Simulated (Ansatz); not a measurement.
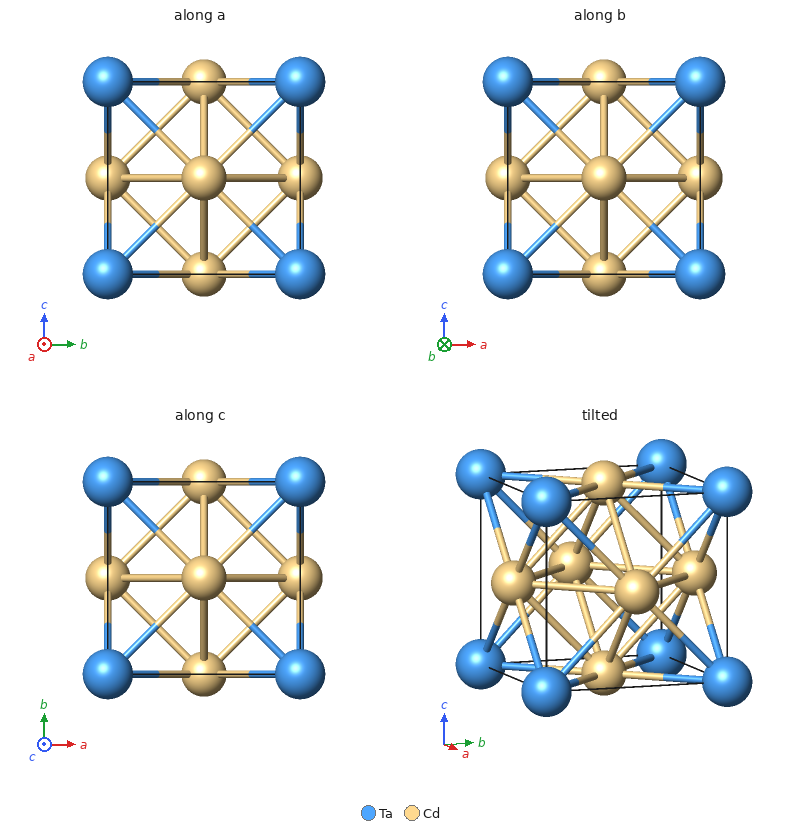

The figure gives a ball-and-stick picture of the atoms, viewed along the a axis, along the b axis, along the c axis and slightly off an axis. Lines trace the edges of the conventional unit cell.

Lattice parameters: a = 4.2989 Å, b = 4.2989 Å, c = 4.2989 Å, α = 90.000°, β = 90.000°, γ = 90.000°.

From the views, write a CIF with its space group and independent sites.

```cif
data_structure
_symmetry_space_group_name_H-M 'P m -3 m'
_symmetry_Int_Tables_number 221
_cell_length_a 4.2989
_cell_length_b 4.2989
_cell_length_c 4.2989
_cell_angle_alpha 90.000
_cell_angle_beta 90.000
_cell_angle_gamma 90.000
_cell_volume 79.45
loop_
_atom_site_label
_atom_site_type_symbol
_atom_site_symmetry_multiplicity
_atom_site_Wyckoff_symbol
_atom_site_fract_x
_atom_site_fract_y
_atom_site_fract_z
_atom_site_occupancy
Ta1 Ta 1 a 0.0000 0.0000 0.0000 1
Cd1 Cd 3 c 0.0000 0.5000 0.5000 1
```

The cell started as a structure type filled with these elements by a generator (whether the compound takes this form wasn't checked). The picture shows the end point of a geometry optimisation with Ansatz, DFT PBE, scalar-relativistic, plane waves, PAW.
